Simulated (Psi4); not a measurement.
# GeH3S (SMILES [SH][GeH2]) at UB3LYP/aug-cc-pVTZ (density fitting, sweep point 11)

Aim: the vertical ionisation energy of GeH3S at UB3LYP/aug-cc-pVTZ (density fitting, sweep point 11), from 2 runs. 

Program for the calculation: Psi4 1.11.

**1. The system as given**

The species is GeH3S (5 atoms), meant as a doublet with charge 0. As SMILES, `[SH][GeH2]`. Geometry: relaxed at PBE0-D4/def2-TZVP. This is one conformer, not always the lowest.

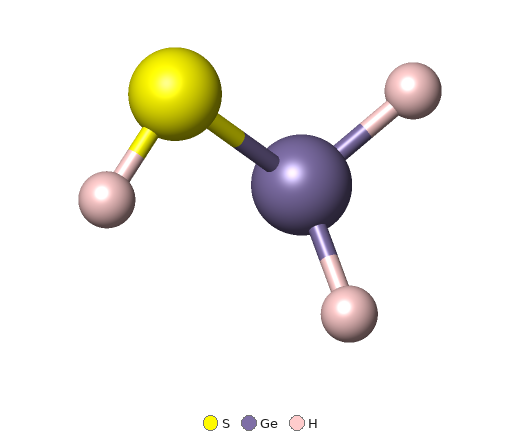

Viewed from a chosen angle; sulfur yellow, germanium purple, hydrogen pink.

**2. The energy at UB3LYP/aug-cc-pVTZ (density fitting, sweep point 11)**

Input file geh3s.py:

```python
import psi4

psi4.set_memory(1600000000)
psi4.set_num_threads(1)
psi4.core.set_output_file('output.dat', False)

molecule = psi4.geometry("""
0 2
S      1.138600    -0.803200     0.659500
Ge    -0.389500     0.679300     0.030100
H      0.246200    -1.778900     0.894600
H     -1.364100     0.019600    -0.978800
H      0.418600     1.809400    -0.646900
symmetry c1
""")

options = {'basis': 'aug-cc-pVTZ', 'reference': 'uks', 'puream': True, 'scf_type': 'df', 'dft_radial_points': 99, 'dft_spherical_points': 590, 'maxiter': 150}
psi4.set_options(options)

E, wfn = psi4.energy('b3lyp', return_wfn=True)
print(f'b3lyp energy: {E:.10f} Eh')
for k, v in sorted(psi4.core.scalar_variables().items()):
    print(f'{k:45s} {v:18.10f}')
```

Launch:

```bash
$ python geh3s.py
```

output.dat:

```text
[...]
  Running in c1 symmetry.
[...]
  Nuclear repulsion =  162.595028682439732
[...]
  Multiplicity = 2
[...]
  Nalpha       = 26
  Nbeta        = 25
[...]
    Number of basis functions: 178
[...]
   @DF-UKS iter   1: -2475.52016569450461   -1.80084e+00   1.34928e-02 DIIS/ADIIS
[...]
   @DF-UKS iter  10: -2477.10336508963974   -3.95276e-07   8.58210e-07 DIIS
[...]
   @S^2 Observed:                7.526565338E-01
[...]
    Orbital Energies [Eh]
    ---------------------
    Alpha Occupied:
       1A   -398.766356     2A    -88.902279     3A    -49.807177
       4A    -44.328740     5A    -44.327568     6A    -44.326786
       7A     -7.954058     8A     -6.234509     9A     -5.917262
      10A     -5.915249    11A     -5.911206    12A     -4.407315
      13A     -4.404565    14A     -4.402297    15A     -1.230761
      16A     -1.229488    17A     -1.227812    18A     -1.226914
      19A     -1.225455    20A     -0.743536    21A     -0.546462
      22A     -0.421263    23A     -0.357726    24A     -0.340811
      25A     -0.293250    26A     -0.214500
    Alpha Virtual:
[...]
  @DF-UKS Final Energy: -2477.10336508963974
   => Energetics <=
    Nuclear Repulsion Energy =            162.5950286824397324
    One-Electron Energy =               -3770.3486212911820985
    Two-Electron Energy =                1215.8331312104789959
    DFT Exchange-Correlation Energy =     -85.1829036913762536
    Empirical Dispersion Energy =           0.0000000000000000
    VV10 Nonlocal Energy =                  0.0000000000000000
    Total Energy =                      -2477.1033650896401923
[...]
 Multipole Moments:
 ------------------------------------------------------------------------------------
     Multipole            Electronic (a.u.)      Nuclear  (a.u.)        Total (a.u.)
 ------------------------------------------------------------------------------------
 L = 1.  Multiply by 2.5417464519 to convert [e a0] to [Debye]
 Dipole X            :         -3.8144385            3.4401093           -0.3743291
 Dipole Y            :          4.8343303           -4.8669008           -0.0325705
 Dipole Z            :         -0.4349901            0.4043580           -0.0306321
 Magnitude           :                                                    0.3769900
[...]
```

The script printed:

```text
b3lyp energy: -2477.1033650896 Eh
CURRENT ENERGY                                  -2477.1033650896
CURRENT REFERENCE ENERGY                        -2477.1033650896
DD SOLVATION ENERGY                                 0.0000000000
DFT FUNCTIONAL TOTAL ENERGY                     -2477.1033650896
DFT TOTAL ENERGY                                -2477.1033650896
DFT VV10 ENERGY                                     0.0000000000
DFT XC ENERGY                                     -85.1829036914
GRID ELECTRONS ALPHA                               26.0000001477
GRID ELECTRONS BETA                                25.0000001227
GRID ELECTRONS TOTAL                               51.0000002705
NUCLEAR REPULSION ENERGY                          162.5950286824
ONE-ELECTRON ENERGY                             -3770.3486212912
PCM POLARIZATION ENERGY                             0.0000000000
PE ENERGY                                           0.0000000000
SCF ITERATION ENERGY                            -2477.1033650896
SCF ITERATIONS                                     10.0000000000
SCF TOTAL ENERGY                                -2477.1033650896
TWO-ELECTRON ENERGY                              1215.8331312105
XC GRID RADIAL POINTS                              99.0000000000
XC GRID SPHERICAL POINTS                          590.0000000000
XC GRID TOTAL POINTS                           283564.0000000000
```

It took 38 s on 1 thread of Intel Xeon Platinum 8488C (Sapphire Rapids), shared host; peak memory 1.4 GiB.

**3. The singlet cation**

Input file geh3s.py:

```python
import psi4

psi4.set_memory(1600000000)
psi4.set_num_threads(1)
psi4.set_output_file('run.log', False)

molecule = psi4.geometry("""
1 1
S      1.138600    -0.803200     0.659500
Ge    -0.389500     0.679300     0.030100
H      0.246200    -1.778900     0.894600
H     -1.364100     0.019600    -0.978800
H      0.418600     1.809400    -0.646900
symmetry c1
""")

psi4.set_options({
    'puream': True,
    'scf_type': 'df',
    'dft_radial_points': 99,
    'dft_spherical_points': 590,
})

energy_value = psi4.energy("b3lyp/aug-cc-pVTZ", molecule=molecule)
print(f'total energy {energy_value:.8f} hartree = {energy_value * 27.211386:.5f} eV')
```

Launch:

```bash
$ python geh3s.py
```

run.log:

```text
[...]
  Running in c1 symmetry.
[...]
  Nuclear repulsion =  162.595028682439732
[...]
  Multiplicity = 1
[...]
  Nalpha       = 25
  Nbeta        = 25
[...]
    Number of basis functions: 178
[...]
   @DF-RKS iter   1: -2475.24884680573359   -1.52952e+00   1.33799e-02 ADIIS/DIIS
[...]
   @DF-RKS iter  10: -2476.80110529627837   -1.04554e-07   5.15055e-07 DIIS
[...]
    Orbital Energies [Eh]
    ---------------------
    Doubly Occupied:
       1A   -399.040818     2A    -89.156987     3A    -50.080415
       4A    -44.603125     5A    -44.600303     6A    -44.599375
       7A     -8.205577     8A     -6.506963     9A     -6.168516
      10A     -6.166593    11A     -6.162746    12A     -4.683328
      13A     -4.675172    14A     -4.672441    15A     -1.504298
      16A     -1.503439    17A     -1.500950    18A     -1.495136
      19A     -1.494502    20A     -0.976437    21A     -0.781133
      22A     -0.646985    23A     -0.585809    24A     -0.568013
      25A     -0.515655
[...]
  @DF-RKS Final Energy: -2476.80110529627837
   => Energetics <=
    Nuclear Repulsion Energy =            162.5950286824397324
    One-Electron Energy =               -3757.1459185847429580
    Two-Electron Energy =                1202.6885137708306956
    DFT Exchange-Correlation Energy =     -84.9387291648058067
    Empirical Dispersion Energy =           0.0000000000000000
    VV10 Nonlocal Energy =                  0.0000000000000000
    Total Energy =                      -2476.8011052962788199
[...]
 Multipole Moments:
 ------------------------------------------------------------------------------------
     Multipole            Electronic (a.u.)      Nuclear  (a.u.)        Total (a.u.)
 ------------------------------------------------------------------------------------
 L = 1.  Multiply by 2.5417464519 to convert [e a0] to [Debye]
 Dipole X            :         -3.9279446            3.4401093           -0.4878352
 Dipole Y            :          4.7800917           -4.8669008           -0.0868091
 Dipole Z            :         -0.3781326            0.4043580            0.0262255
 Magnitude           :                                                    0.4961923
[...]
```

The script printed:

```text
total energy -2476.80110530 hartree = -67397.19092 eV
```

It took 26 s on 1 thread of Intel Xeon Platinum 8488C (Sapphire Rapids), shared host; peak memory 1.4 GiB.

**4. What came out**

Level: UB3LYP/aug-cc-pVTZ (density fitting, sweep point 11).

| quantity | value |
| --- | --- |
| doublet GeH3S: total energy | -2477.10337 Eh |
| doublet GeH3S: dipole moment | 0.96 D |
| doublet GeH3S: HOMO energy (highest over α and β) | -5.84 eV |
| doublet GeH3S: LUMO energy (lowest over α and β) | -3.37 eV |
| doublet GeH3S: ⟨S²⟩ | 0.753 |
| singlet cation: total energy | -2476.80111 Eh |
| singlet cation: HOMO energy | -14.03 eV |
| singlet cation: LUMO energy | -10.59 eV |
| singlet cation: HOMO–LUMO gap | 3.44 eV |
| vertical ionisation energy (to the singlet cation) | 8.225 eV |

In words: The vertical ionisation energy comes to 8.22 eV (190 kcal/mol). Only the singlet of the ionised species was computed; a triplet could lie lower.
